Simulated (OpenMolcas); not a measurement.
**One shape, several levels: triplet C2H5GeN**

Aim: a comparison of 6 runs (UHF/STO-3G, UHF/def2-SVP, U-revPBE/def2-SVP, UB3LYP/def2-SVP, USVWN5/def2-SVP, ROMP2/def2-SVP) of triplet C2H5GeN. 

The results are computed with OpenMolcas 26.06.

### Step 1. The system as given

C2H5GeN: 9 atoms, total charge 0, spin state triplet. As SMILES of the parent species, `C1=[N][GeH2][CH2]1`. Geometry: relaxed at PBE0-D4/def2-TZVP. That shape belongs to the parent species and isn't relaxed for this state.

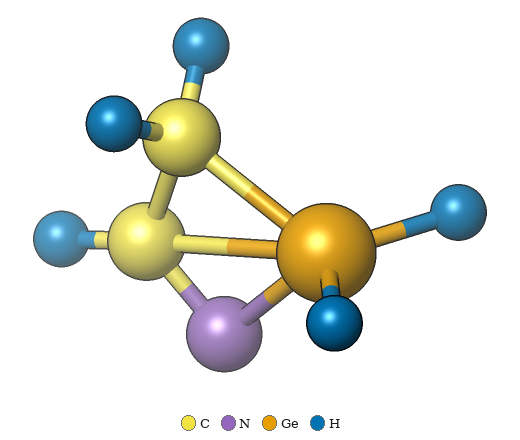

Viewed from a chosen angle; carbon yellow, nitrogen purple, germanium amber, hydrogen blue.

### Step 2. The energy at UHF/STO-3G (run 1)

calc.inp reads:

```
>>> EXPORT MOLCAS_PRINT=2
&GATEWAY
BasLib=$CurrDir
Coord
9
angstrom
C       -0.186800      -0.549700      -1.075100
N        1.035900      -0.182500      -1.141500
Ge       0.903900       0.560600       0.613000
C       -0.885400      -0.197100       0.218500
H       -0.675600      -1.079500      -1.903400
H        1.056500       2.089100       0.684100
H        1.776000      -0.127000       1.676700
H       -1.720500       0.497400       0.107000
H       -1.215600      -1.057700       0.803700
Basis=STO-3G
Group=NoSym
&SEWARD
&SCF
UHF
Spin=3
Thresholds=1e-10 1e-07 1e-07 1e-05
PrOrbitals=1 1
```

The basis set STO-3G is read from a file made from the Basis Set Exchange's data (not shown).

Run with:

```console
$ export MOLCAS_MEM=1860
$ pymolcas calc.inp > calc.log
```

Standard output:

```text
--- Start Module: gateway ---
[...]
--- Stop Module: gateway /rc=_RC_ALL_IS_WELL_ ---
--- Start Module: seward ---
[...]
      Basis functions           38
--- Stop Module: seward /rc=_RC_ALL_IS_WELL_ ---
--- Start Module: scf ---
[...]
       Convergence after  38 Iterations
[...]
::    Total SCF energy                              -2183.0539072197
[...]
      Total spin, S                                     1.0028729912
[...]
      Total electronic charge=   56.000000
      Total            charge=   -0.000000
[...]
      Dipole Moment (debye):
      Origin of the operator (angstrom)=    0.5786    0.2586    0.1747
                   X=  6.0122E-01               Y=  1.0800E+00               Z=  1.9747E+00           Total=  2.3297E+00
      Quadrupole Moment (debye*angstrom):
[...]
--- Stop Module: scf /rc=_RC_ALL_IS_WELL_ ---
[...]
```

Wall time 1.8 s (1 thread of Intel Xeon 6975P-C (Granite Rapids), shared host); peak memory 0.37 GiB.

### Step 3. A single-point energy at UHF/def2-SVP (run 2)

test.input reads:

```
* C2H5GeN Hartree-Fock

&GATEWAY
  BasLib=$CurrDir
  Coord
  9
  angstrom
  C       -0.186800      -0.549700      -1.075100
  N        1.035900      -0.182500      -1.141500
  Ge       0.903900       0.560600       0.613000
  C       -0.885400      -0.197100       0.218500
  H       -0.675600      -1.079500      -1.903400
  H        1.056500       2.089100       0.684100
  H        1.776000      -0.127000       1.676700
  H       -1.720500       0.497400       0.107000
  H       -1.215600      -1.057700       0.803700
  Basis=def2-SVP
  Group=NoSym

&SEWARD

&SCF
  UHF
  Spin=3
  Thresholds=1e-10 1e-07 1e-07 1e-05
  PrOrbitals=0
```

The basis set def2-SVP is read from a file made from the Basis Set Exchange's data (not shown).

Run with:

```console
$ export MOLCAS_MEM=1860
$ pymolcas test.input > test.log
```

Standard output:

```text
--- Start Module: gateway ---
[...]
--- Stop Module: gateway /rc=_RC_ALL_IS_WELL_ ---
--- Start Module: seward ---
[...]
      Basis functions           99
--- Stop Module: seward /rc=_RC_ALL_IS_WELL_ ---
[...]
--- Start Module: scf ---
[...]
       Convergence after  24 Iterations
[...]
::    Total SCF energy                              -2207.9225310425
[...]
      Total spin, S                                     1.0081455837
[...]
      Total electronic charge=   56.000000
      Total            charge=   -0.000000
[...]
      Dipole Moment (debye):
      Origin of the operator (angstrom)=    0.5786    0.2586    0.1747
                   X= -2.7344E-01               Y=  7.2223E-01               Z=  1.8100E+00           Total=  1.9679E+00
      Quadrupole Moment (debye*angstrom):
[...]
--- Stop Module: scf /rc=_RC_ALL_IS_WELL_ ---
[...]
```

It took 11 s on 1 thread of Intel Xeon 6975P-C (Granite Rapids), shared host; peak memory 0.55 GiB.

Run 3 isn't shown in full; the table further down has it.

### Step 4. A single-point energy at UB3LYP/def2-SVP (run 4)

struct.xyz reads:

```xyz
9

C     -0.186800    -0.549700    -1.075100
N      1.035900    -0.182500    -1.141500
Ge     0.903900     0.560600     0.613000
C     -0.885400    -0.197100     0.218500
H     -0.675600    -1.079500    -1.903400
H      1.056500     2.089100     0.684100
H      1.776000    -0.127000     1.676700
H     -1.720500     0.497400     0.107000
H     -1.215600    -1.057700     0.803700
```

run.inp reads:

```
>>> EXPORT MOLCAS_PRINT=2
&GATEWAY
BasLib=$CurrDir
Coord=struct.xyz
Basis=def2-SVP
Group=NoSym
&SEWARD
GridInput
Grid=UltraFine
End of Grid
&SCF
UHF
Spin=3
KSDFT=B3LYP
Thresholds=1e-10 1e-07 1e-07 1e-05
PrOrbitals=0
```

The basis set def2-SVP is read from a file made from the Basis Set Exchange's data (not shown).

Run with:

```console
$ export MOLCAS_MEM=1860
$ pymolcas run.inp > run.log
```

Standard output:

```text
--- Start Module: gateway ---
[...]
--- Stop Module: gateway /rc=_RC_ALL_IS_WELL_ ---
--- Start Module: seward ---
[...]
      Basis functions           99
--- Stop Module: seward /rc=_RC_ALL_IS_WELL_ ---
[...]
--- Start Module: scf ---
[...]
       Convergence after  23 Iterations
[...]
::    Total KS-DFT energy                           -2210.4605126783
[...]
      Total spin, S                                     1.0023051519
[...]
      Total electronic charge=   56.000000
      Total            charge=   -0.000000
[...]
      Dipole Moment (debye):
      Origin of the operator (angstrom)=    0.5786    0.2586    0.1747
                   X= -5.0733E-01               Y=  6.0796E-01               Z=  1.7246E+00           Total=  1.8977E+00
      Quadrupole Moment (debye*angstrom):
[...]
--- Stop Module: scf /rc=_RC_ALL_IS_WELL_ ---
[...]
```

It took 53 s on 1 thread of Intel Xeon 6975P-C (Granite Rapids), shared host; peak memory 0.55 GiB.

Run 5 isn't shown in full; the table further down has it.

### Step 5. The energy at ROMP2/def2-SVP (run 6)

test.inp reads:

```
&GATEWAY
  BasLib = $CurrDir
  Coord
  9
  angstrom
  C       -0.186800      -0.549700      -1.075100
  N        1.035900      -0.182500      -1.141500
  Ge       0.903900       0.560600       0.613000
  C       -0.885400      -0.197100       0.218500
  H       -0.675600      -1.079500      -1.903400
  H        1.056500       2.089100       0.684100
  H        1.776000      -0.127000       1.676700
  H       -1.720500       0.497400       0.107000
  H       -1.215600      -1.057700       0.803700
  Basis = def2-SVP
  Group = NoSym

&SEWARD

&SCF
  UHF
  Spin = 3
  Thresholds = 1e-10 1e-07 1e-07 1e-05
  PrOrbitals = 1 2

&RASSCF
  FileOrb = $Project.UnaOrb
  Spin = 3
  Nactel = 2 0 0
  Inactive = 27
  Ras2 = 2
  OutOrbitals = Canonical
  OrbListing = Few

&CASPT2
  IPEA = 0.0
  Frozen = 12
```

The basis set def2-SVP is read from a file made from the Basis Set Exchange's data (not shown).

Run with:

```console
$ export MOLCAS_MEM=1860
$ pymolcas test.inp > test.log
```

Standard output:

```text
--- Start Module: gateway ---
[...]
--- Stop Module: gateway /rc=_RC_ALL_IS_WELL_ ---
[...]
      Basis functions           99
[...]
       Convergence after  24 Iterations
[...]
::    Total SCF energy                              -2207.9225310425
[...]
      Total spin, S                                     1.0081455837
[...]
--- Start Module: rasscf ---
[...]
      Number of active orbitals                  2
[...]
      Spin quantum number                      1.0
[...]
      Active orbitals                            2
[...]
      Number of CSFs                             1
[...]
      Number of root(s) required                 1
[...]
      Convergence after 10 iterations
[...]
      printout of CI-coefficients larger than  0.05 for root  1
      energy=   -2207.913172
      conf/sym  11     Coeff  Weight
             1  uu   1.00000 1.00000
      Natural orbitals and occupation numbers for root  1
      sym 1:   1.000000   1.000000
      ************************************************************************************************************************
      *                                                    Final results                                                     *
[...]
::    RASSCF root number  1 Total energy:  -2207.91317173
[...]
      Total electronic charge=   56.000000
      Total            charge=   -0.000000
[...]
      Dipole Moment (debye):
      Origin of the operator (angstrom)=    0.5786    0.2586    0.1747
                   X= -3.1303E-01               Y=  7.1498E-01               Z=  1.8225E+00           Total=  1.9826E+00
      Quadrupole Moment (debye*angstrom):
[...]
--- Stop Module: rasscf /rc=_RC_ALL_IS_WELL_ ---
[...]
--- Start Module: caspt2 ---
[...]
 ###    WARNING: User changed nr of frozen orbitals.                         ###
 ###############################################################################
[...]
      E2 (Variational):          -0.6417192729
      Total energy:           -2208.5548910076
[...]
      Reference weight:           0.82478
[...]
::    CASPT2 Root  1     Total energy:  -2208.55489101
[...]
--- Stop Module: caspt2 /rc=_RC_ALL_IS_WELL_ ---
[...]
```

Run time: 18 s. Hardware: 1 thread of Intel Xeon 6975P-C (Granite Rapids), shared host; peak memory 0.55 GiB.

### Step 6. Overview of the runs

```tsv
run	level	integration grid	frozen core orbitals	energy (Eh)	dipole moment (D)	HOMO energy (eV)	⟨S²⟩	wall time
1	UHF/STO-3G	–	–	-2183.053907	2.33	-3.91	2.009	1.8 s
2	UHF/def2-SVP	–	–	-2207.922531	1.97	-6.30	2.025	11 s
3	U-revPBE/def2-SVP	UltraFine	–	-2210.220392	1.82	-1.43	2.005	56 s
4	UB3LYP/def2-SVP	UltraFine	–	-2210.460513	1.90	-2.51	2.007	53 s
5	USVWN5/def2-SVP	UltraFine	–	-2206.082268	1.89	-1.48	2.004	32 s
6	ROMP2/def2-SVP	–	12	-2208.554891	–	–	–	18 s
```

### Step 7. Outcome

| quantity | value |
| --- | --- |
| run 6: total energy | -2208.55489 Eh |

Over runs 1, 2, 3, 4, 5 the dipole moment (its size) runs from 1.82 D (U-revPBE/def2-SVP) to 2.33 D (UHF/STO-3G). The two ends differ in method and basis. Totals of different functionals can't be ranked against each other. In run 1 the basis is minimal, so the values are rough. All runs together took 2.9 min, the longest 56 s.
